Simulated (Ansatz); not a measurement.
**Nudged elastic band of BSiNH5F2 (part 2 of 2)**

BSiNH5F2, multiplicity 2; UKS PBE-D4/cc-pVDZ (Ansatz 0.2.0). The run did not end well. One setting was made poor on purpose. It belongs to a series of runs on one base structure; here: band between the two ends.

Geometry of the input (Å):
```
B  -0.0175  -0.4000  -0.0851
F  -0.1619  -1.6119  0.5070
N  1.2319  0.2376  -0.1324
H  2.0625  -0.1623  0.2987
H  1.3617  1.1510  -0.5630
F  -1.1100  0.1546  -0.6546
Si 0.0129  0.2211  3.1592
H  -1.0875  -0.5836  3.8079
H  1.3090  -0.5549  3.1595
H  0.2008  1.5484  3.8600
```

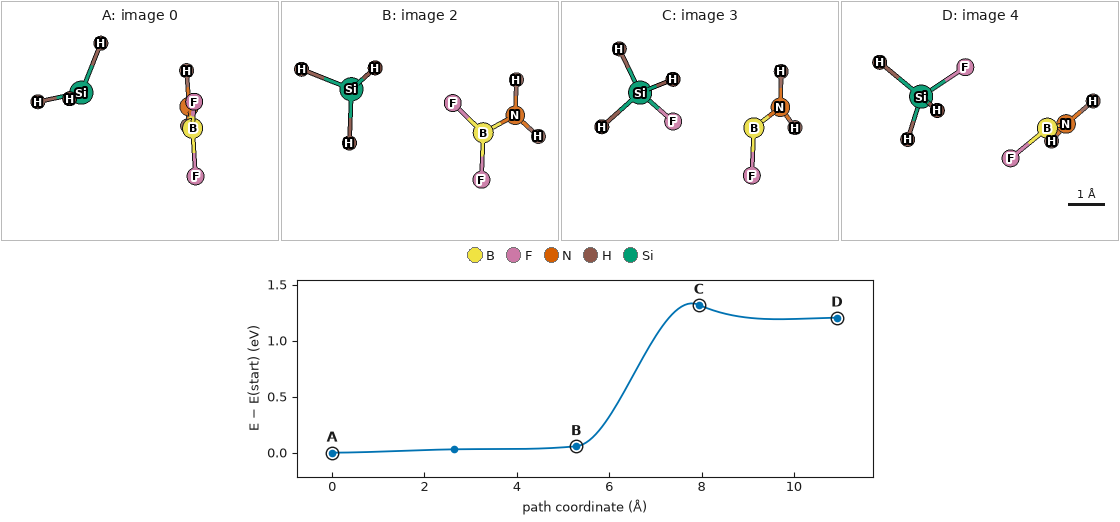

Images of the last band (counted from 0; ball-and-stick, seen at a tilt) above the energy along the path; the line is a cubic interpolation that uses the forces. The highest image is number 3, 1.320 eV above the start and 0.114 eV above the end (the climbing image); the end lies 1.205 eV above the start. The path is 10.94 Å long. The band had not converged after 60 iterations.

```
Unfinished report: {"positions_ang":[[-0.028727369973180393,-0.02497862433068375,-0.03330310191966498],[0.6309228627496343,0.8369064831965958,2.028126001602435],[1.1281195712498913,-0.2992259959932437,-0.7765640068083556],[1.7701757999618521,-1.0566762491211088,-0.5551365172621621],[1.4954473677540527,0.3646226500999389,-1.4688663016048902],[-0.8550048224359456,1.0075146928881484,-0.31011313851693334],[0.03158354577313792,-0.03574228039383067,3.3547304411553243],[-0.815143890701178,-1.1544331106997685,2.8198770311446864],[1.2161849316399274,-0.5663023468506988,4.1151884620622505],[-0.7717579960181915,0.9283157712046508,4.18326214014731]],"unchecked":["starts","cluster_reference","orbital_swaps","neighbouring_geometries","increment"],"mean_field":{"relativity":"none","state":{"energy":{"ev":-15548.29337064295,"hartree":-571.3892423593585},"converged":true,"gradient_ev":0.000014953793669297513,"stability":{"kind":"minimum","curvature_ev":19.404369814487033},"curvature_floor_ev":0.00030000000000000003,"spin_squared":0.7525710341906624},"others":[],"fillings":{"estimated":0,"unestimated":0,"tried":0,"untried":0,"excluded_magnetic_sites":0},"n_dropped_functions":0,"n_trapped_functions":0,"passes":{"evaluations":4,"products":28},"factors":{"origin":"density fitting in generated functions","count":1152,"bound_ev":null},"gradient_stop_ev":0.00009,"reference_kind":"stationary","functional":{"name":"PBE","citations":["Perdew, Burke & Ernzerhof, Phys. Rev. Lett. 77, 3865 (1996) doi:10.1103/PhysRevLett.77.3865"],"text":"name \"PBE\"\ncite \"Perdew, Burke & Ernzerhof, Phys. Rev. Lett. 77, 3865 (1996) doi:10.1103/PhysRevLett.77.3865\"\nparent pbe\nparameter kappa = 0.804\nparameter beta = 0.06672455060314922\nexchange = pbe_x(kappa = kappa, mu = beta*pi^2/3)\ncorrelation = pbe_c(beta = beta)\n","parameters":{"beta":{"value":0.06672455060314922,"default":0.06672455060314922},"kappa":{"value":0.804,"default":0.804}},"final_grid":{"core_spheres":13.0,"valence_spheres":11.0,"degree":36.0},"final_grid_parameter_source":"default","radial_points_factor":1.0,"radial_grid_error_ev":3.125828648923977e-7,"grid_sensitivity":"normal","grid_sensitivity_ratio":0.001870803151768979},"unsmoothed_excess_ev":-0.000041041485549615145,"symmetry":{"irreps":["A"],"axes":[[0.9774475481614638,-0.21117650413194866,0.0008801680250123522],[0.2103887255062044,0.9741444216835714,0.08233607886373694],[-0.01824485607008642,-0.08029402098157491,0.9966042320909502]],"occupied":[{"A":25},{"A":24}]},"density_repulsion":{"missed_ev":0.00008967703508533671,"excess_ev":0.00008967703508533671,"most_excess_ev":0.000637,"are_drawn_again":false,"n_first_factors":1152,"energy_change_ev":0.0,"n_dropped_ends":0},"direct_passes":"host"},"factors":{"origin":"density fitting in generated functions","count":1152,"bound_ev":null},"n_frozen":0,"n_occupied":[25,24],"n_virtual":[74,75],"reference":{"ev":-15548.29337064295,"hartree":-571.3892423593585},"dispersion":{"energy":{"ev":-0.157873554698781,"hartree":-0.005801746124641394},"switches_in_reach":[]},"total":{"ev":-15548.45124419765,"hartree":-571.3950441054831},"forces_ev_per_angstrom":[[-0.0009555231091646272,-0.3935055696163802,-0.13038047886248413],[-0.005162396461756027,-0.06771449190383277,0.5169799673356564],[-0.07149941364716265,0.23076293596676029,-0.02336258526731195],[-0.05771497418717624,-0.015476914589297357,0.039813036370216666],[-0.0021575190639353523,-0.014080855650726322,-0.008683009341393197],[0.05388491762967452,0.08373369757710383,-0.07392109006088346],[0.05528857889540763,0.15583609652449523,-0.35369782884780887],[-0.013563369274615433,-0.006896916002930012,0.025110379082758504],[0.02246807303372593,0.026288308505649418,-0.0009333741085192772],[0.019411626187146,0.0010537091910019264,0.009074983701123277]],"charge_distribution":{"dipole_moment_e_ang":[0.36770221040071366,-0.22703079065441098,0.15388400872766247],"mulliken_charges_e":[-0.13174783725260042,-0.27465123064241226,0.010814428430874656,0.10012044287968347,0.07560479467867853,-0.09787174231250084,0.4232189529778072,-0.02765352926384823,-0.04215596622496531,-0.03567831327071791],"lowdin_charges_e":[-0.8158375166794922,0.0756068121511575,0.3495088616871005,0.01354991907356784,0.01207706986533652,0.3577051357897538,0.17062335829063713,-0.04877462801911436,-0.05872598617500269,-0.055733025983962126]},"n_threads":4,"memory_gib":4.261363637633622,"seconds":{"hamiltonian":1.173456266,"orbitals":0.0,"second_order":0.0,"solver_start":0.0,"cycles":0.0,"cycle":0.0,"perturbative":0.0,"full_ci_increment":0.0,"forces":0.0}}
this run last wrote the band of iteration 60 to [file]
Error: NEB band did not converge after 60 iterations: max|band force component| = 4.72e-1 eV/Å (threshold 5.0e-2); raise `neb.max_iterations` in a new run, which can start from the last band evaluated (`neb.initial_path`, with `crystal.atoms` and `neb.final_atoms` set to its first and last images), add images, or start from endpoints closer to local minima. Where this run's directory can be resumed (`checkpoint.write`), a resume goes on for up to `neb.max_iterations` more; to start a new run from the last band, take its images' positions from the `neb_iteration` event of iteration 60 (`data.images[].positions_ang`), in the event stream of the run that computed that iteration (not this run's, if it was resumed behind it). With `checkpoint.write`, `steps/00-neb/state/checkpoint.json` in the run directory holds the last saved band, under `neb.evaluated.images[].positions_ang` (a band under a hybrid functional on support functions is neither saved nor resumed: `neb.initial_path` says where its path is): check the last entry of `neb.iterations` there, which is earlier than 60 if that iteration was not saved or its write failed. If the band's step has no `state` directory and holds `state.next`, a write was cut short, and the file is under `state.next` instead (behind a loss of power it can be under `state.prev`)
this run wrote the band of iteration 60 to [file] as well, whether or not its events were kept: a new run's `neb.initial_path` can list its `images[].positions_ang`
a run's events are kept only if it was started with --events-out <file>, and are in that file
```

**The last band as extended XYZ (Å, eV, eV/Å)**
```
10
Properties=species:S:1:pos:R:3:forces:R:3 image=0 energy=-15549.77079
B    -0.0175   -0.4000   -0.0851    0.0124  -0.0054   0.0157
F    -0.1619   -1.6119    0.5070   -0.0023   0.0150  -0.0150
N     1.2319    0.2376   -0.1324   -0.0067   0.0093  -0.0083
H     2.0625   -0.1623    0.2987    0.0052   0.0030  -0.0035
H     1.3617    1.1510   -0.5630    0.0008  -0.0153   0.0149
F    -1.1100    0.1546   -0.6546   -0.0080  -0.0058   0.0003
Si    0.0129    0.2211    3.1592    0.0023   0.0069   0.0119
H    -1.0875   -0.5836    3.8079    0.0057   0.0054  -0.0004
H     1.3090   -0.5549    3.1595   -0.0070   0.0007   0.0003
H     0.2008    1.5484    3.8600   -0.0024  -0.0137  -0.0159
10
Properties=species:S:1:pos:R:3:forces:R:3 image=1 energy=-15549.74059
B     0.2772   -0.2278   -0.0140    0.0013  -0.0169   0.0198
F     0.4080   -1.1610    0.9639    0.0066  -0.0058  -0.0035
N     1.3380    0.0596   -0.8809   -0.0034   0.0214  -0.0220
H     2.2395   -0.4078   -0.8174   -0.0037  -0.0066   0.0140
H     1.2640    0.7556   -1.6196   -0.0020  -0.0006   0.0039
F    -0.9129    0.4037   -0.1126    0.0015   0.0044  -0.0111
Si   -0.1410    0.3251    3.6663   -0.0035   0.0018  -0.0002
H    -1.3363   -0.5562    3.4087   -0.0022   0.0033  -0.0010
H     1.0891   -0.4924    3.9762    0.0038  -0.0032  -0.0030
H    -0.4240    1.3012    4.7865    0.0017   0.0021   0.0032
10
Properties=species:S:1:pos:R:3:forces:R:3 image=2 energy=-15549.71301
B     0.1672    0.1416   -0.0866   -0.0265   0.2224  -0.2547
F     0.0871   -0.5680    1.0655   -0.0345  -0.1060  -0.0159
N     1.1974   -0.0869   -1.0064    0.0057  -0.1394   0.1957
H     1.9082   -0.7947   -0.8311    0.0303   0.0391  -0.0797
H     1.2915    0.4303   -1.8760    0.0016   0.0130  -0.0331
F    -0.7818    1.0776   -0.3120    0.0007  -0.0346   0.0538
Si    0.2704   -0.0430    3.8764   -0.0489  -0.0094   0.0806
H    -0.4815   -1.3309    3.6546    0.0243  -0.0227   0.0133
H     0.7585    0.0336    5.3041    0.0229   0.0193   0.0691
H    -0.6153    1.1403    3.5686    0.0244   0.0184  -0.0291
10
Properties=species:S:1:pos:R:3:forces:R:3 image=3 energy=-15548.45120
B    -0.0287   -0.0250   -0.0333   -0.0010  -0.3935  -0.1304
F     0.6309    0.8369    2.0281   -0.0052  -0.0677   0.5170
N     1.1281   -0.2992   -0.7766   -0.0715   0.2308  -0.0234
H     1.7702   -1.0567   -0.5551   -0.0577  -0.0155   0.0398
H     1.4954    0.3646   -1.4689   -0.0022  -0.0141  -0.0087
F    -0.8550    1.0075   -0.3101    0.0539   0.0837  -0.0739
Si    0.0316   -0.0357    3.3547    0.0553   0.1558  -0.3537
H    -0.8151   -1.1544    2.8199   -0.0136  -0.0069   0.0251
H     1.2162   -0.5663    4.1152    0.0225   0.0263  -0.0009
H    -0.7718    0.9283    4.1833    0.0194   0.0011   0.0091
10
Properties=species:S:1:pos:R:3:forces:R:3 image=4 energy=-15548.56568
B    -0.0111   -0.2018   -0.3296    0.0037   0.0130   0.0001
F     1.0633   -0.8656    2.2388   -0.0036   0.0018  -0.0006
N     1.1238    0.2200   -1.0197    0.0045  -0.0014  -0.0031
H     1.6477   -0.3959   -1.6381   -0.0022   0.0028   0.0039
H     1.5523    1.1411   -0.8742   -0.0078  -0.0082   0.0013
F    -0.6856    0.6269    0.5135    0.0026  -0.0074  -0.0008
Si   -0.0086   -0.2525    3.3655   -0.0004   0.0002   0.0087
H    -1.3854   -0.7797    3.0744    0.0041   0.0036  -0.0025
H     0.4660   -0.7423    4.7104    0.0005  -0.0007  -0.0031
H     0.0394    1.2498    3.3160   -0.0015  -0.0037  -0.0040
```

**What the run reported**

- outcome: not converged
- barrier, forward (band not converged): 1.320 eV
- barrier, backward: 0.115 eV
- wall time: 3.6 min (CPU time 13 min)
- peak memory: 0.17 GiB

**Diagnosis**

The run did not converge: “NEB band did not converge after 60 iterations: max|band force component| = 4.72e-1 eV/Å (threshold 5.0e-2); raise `neb.max_iterations` in a new run, which can start from the last band evaluated (`neb.initial_path`, with `crystal.atoms` and `neb.final_atoms` set to its first and last images), add images, or start from endpoints closer to local minima …” Its last values are not results. A deliberately poor setting: few images.
